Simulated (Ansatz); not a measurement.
**SnClF2 radical: reading failed and doubtful runs**

Aim: try 3 inputs for SnClF2 radical as typed, read how each ends, and find what has to change.

The runs use Ansatz 0.2.0, Gaussian basis; the settings change from run to run.

## (1) The relaxed structure

The geometry comes from an earlier relaxation with PBE0-D4 in a triple-zeta def2 set; it is a stationary point. Sn takes a core potential in def2 sets; no spin-orbit term is included.

SMILES `[F][Sn]([F])[Cl]`, 4 atoms, charge 0, spin multiplicity 2.

Atoms are counted from 1 here; the program's logs count them from 0.

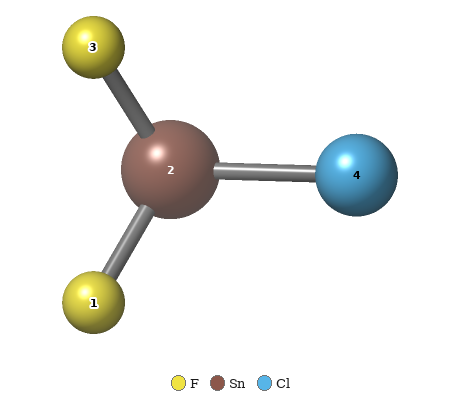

The structure; fluorine yellow, tin brown, chlorine blue; atoms are numbered from 1 in the order of the file.

## (2) Input 1

in.yaml

```yaml
crystal:
  periodic: [false, false, false]
  atoms:
    - {symbol: F, position_ang: [-0.930353, -0.513250, 1.457411]}
    - {symbol: Sn, position_ang: [0.240047, 0.444747, 0.288503]}
    - {symbol: F, position_ang: [1.640951, -0.807439, -0.062823]}
    - {symbol: Cl, position_ang: [-0.895146, 0.815543, -1.703392]}
basis:
  gaussian: {orbitals: def2-mTZVPP}
total_charge: -2
magnetization: {spin_polarized: true, initial_magnetization: 1}
hamiltonian: {xc: {name: r2SCAN}, dispersion: d3bj}
output: {forces: true}
```

Launch:

```
ansatz run in.yaml --threads 4 --pin off --events-out ev --progress --plain --max-ram 10444MiB
```

Log (excerpt; [...] marks lines left out):

```text
Warning: the engine holds no damping parameters fitted to this dispersion correction and functional, so the run takes those fitted to r2scan beside the three-body term, which d3bj leaves out (hamiltonian.dispersion, under Limitations)
Functional definition: r2SCAN
  name "r2SCAN"
  cite "Furness, Kaplan, Ning, Perdew & Sun, J. Phys. Chem. Lett. 11, 8208 (2020) doi:10.1021/acs.jpclett.0c02405"
  cite "Furness, Kaplan, Ning, Perdew & Sun, J. Phys. Chem. Lett. 11, 9248 (2020) doi:10.1021/acs.jpclett.0c03077"
  parent r2scan
[...]
943 factors; their error is unknown
[...]
mean field -23789.08594234 eV, -874.2327835595 hartree, gradient 8.9e-6 eV, S^2 0.753004; 6 other end points of the search recorded, 0 dependent functions left out
[...]
reference -23789.08596126 eV, -874.2327842547 hartree; 30, 29 occupied and 81, 82 virtual orbitals, 943 factors
Total energy: -23789.10595641 eV, -874.2335190629 hartree
Atom 0 at    -0.930353    -0.513250     1.457411 Å, force    -1.731450    -2.586842     1.309283 eV/Å
Atom 1 at     0.240047     0.444747     0.288503 Å, force     2.038714     5.727607     2.340341 eV/Å
Atom 2 at     1.640951    -0.807439    -0.062823 Å, force     1.511348    -2.957740    -0.608431 eV/Å
Atom 3 at    -0.895146     0.815543    -1.703392 Å, force    -1.818612    -0.183025    -3.041193 eV/Å
Dipole moment:    -0.149384    -0.312153    -0.192263 e Å
```

Run time: 9.5 s. Hardware: 4 threads of Intel Xeon Platinum 8488C, shared host.

**Diagnosis.** The run converged, but a converged run isn't a right one. The charge is far from anything that the molecule holds. It asks for charge -2; the species has 0. Its energy belongs to another ion. Cure: type the charge that the molecule really has.

## (3) Input 2

in.yaml

```yaml
crystal:
  periodic: [false, false, false]
  atoms:
    - {symbol: F, position_ang: [-0.930353, -0.513250, 1.457411]}
    - {symbol: Sn, position_ang: [0.240047, 0.444747, 0.288503]}
    - {symbol: F, position_ang: [1.640951, -0.807439, -0.062823]}
    - {symbol: Cl, position_ang: [-0.895146, 0.815543, -1.703392]}
basis:
  gaussian: {orbitals: "6-311G**", point_charges: [{charge: 0.50, position_ang: [6.084, -0.532, 0.990]}]}
magnetization: {spin_polarized: true, initial_magnetization: 1}
hamiltonian: {xc: {name: PBEsol}}
```

Launched as before.

Log:

```text
Error: <dir> can't be read: No such file or directory (os error 2)
```

It took 0.05 s on 4 threads of Intel Xeon Platinum 8488C, shared host.

Diagnosis: Nothing was computed: the input was turned down at the start. It says: «<dir> can't be read: No such file or directory (os error 2)» The basis set isn't in the library under that name. Fix: choose a basis that the program's library holds for every element.

## (4) Input 3

in.yaml

```yaml
crystal:
  periodic: [false, false, false]
  atoms:
    - {symbol: F, position_ang: [-0.961528, -0.527106, 1.435850]}
    - {symbol: Sn, position_ang: [0.267460, 0.459812, 0.320708]}
    - {symbol: F, position_ang: [1.644885, -0.745974, -0.044006]}
    - {symbol: Cl, position_ang: [-0.860173, 0.825627, -1.715275]}
basis:
  gaussian: {orbitals: x2c-TZVPPall, final_grid: {core_spheres: 1, valence_spheres: 1, degree: 1}}
total_charge: 1
hamiltonian: {xc: {name: wB97M-V}}
output: {forces: true}
```

Launched as before.

Log (excerpt; [...] marks lines left out):

```text
Functional definition: wB97M-V
  name "wB97M-V"
  cite "Mardirossian & Head-Gordon, J. Chem. Phys. 144, 214110 (2016) doi:10.1063/1.4952647"
  cite "Becke, J. Chem. Phys. 107, 8554 (1997) doi:10.1063/1.475007"
  cite "Vydrov & Van Voorhis, J. Chem. Phys. 133, 244103 (2010) doi:10.1063/1.3521275"
  # Of w^i u^j: cxij and so on, Table III.
[...]
  gx(w, u) = 1 - cx + cx01*u + cx10*w
  gss(w, u) = css00 + css04*u^4 + css10*w + css20*w^2 + css43*w^4*u^3
  gos(w, u) = cos00 + cos10*w + (cos20 + cos21*u)*w^2 + (cos60 + cos61*u)*w^6
[...]
      + integral(e_c_pw_mod_opposite_spin*gos(b97_w_opposite, b97_u_opposite)) + vv10(b, c)
1245 factors; their error is unknown
177 factors; integrals over basis functions are off by at most 3.6e-5 eV
[...]
mean field -186254.29010555 eV, -6844.7189136869 hartree, gradient 2.5e-5 eV, S^2 0.000000; 1 other end points of the search recorded, 0 dependent functions left out
[...]
reference -186254.29015259 eV, -6844.7189154154 hartree; 42, 42 occupied and 122, 122 virtual orbitals, 1245 factors
Total energy: -186254.29015259 eV, -6844.7189154154 hartree
Relativity: scalar
Atom 0 at    -0.961528    -0.527106     1.435850 Å, force    16.646924    25.379218    16.636135 eV/Å
Atom 1 at     0.267460     0.459812     0.320708 Å, force   -36.928292   -77.332960   -41.827280 eV/Å
Atom 2 at     1.644885    -0.745974    -0.044006 Å, force     9.192433    26.473940    16.560961 eV/Å
Atom 3 at    -0.860173     0.825627    -1.715275 Å, force    11.088935    25.479802     8.630184 eV/Å
Dipole moment:     0.540718     0.355333     0.899988 e Å
```

Run time: 56 s. Hardware: 4 threads of Intel Xeon Platinum 8488C, shared host; peak memory 0.74 GiB.

Diagnosis: The run converged, but a converged run isn't a right one. The integration grid is far too coarse. It also asks for charge 1 and multiplicity 1, another species or state than the molecule above. Its coordinates are also moved off the relaxed structure (shortest distance 1.87 Å, against 1.91 Å), and have to be restored too. Its energy carries the error of the grid. To mend it, drop final_grid and take the default grid, and set charge and spin to those of the species named.

## (5) How the tries ended

```csv
input,level,ended,cause,time
1,r2SCAN/def2-mTZVPP,converged,the charge is far from anything that the molecule holds,9.5 s
2,PBEsol/6-311G**,refused,the basis set isn't in the library under that name,0.05 s
3,wB97M-V/x2c-TZVPPall,converged,the integration grid is far too coarse,56 s
```

**Reading.** 2 converged, 1 refused. A refusal costs next to no computing time. The dangerous case is the input that converges on a wrong geometry, charge, spin, basis or grid: often only a look at the input shows it.

A small anion of this charge may not be bound in the gas phase; the finite basis can hold electrons that would leave.
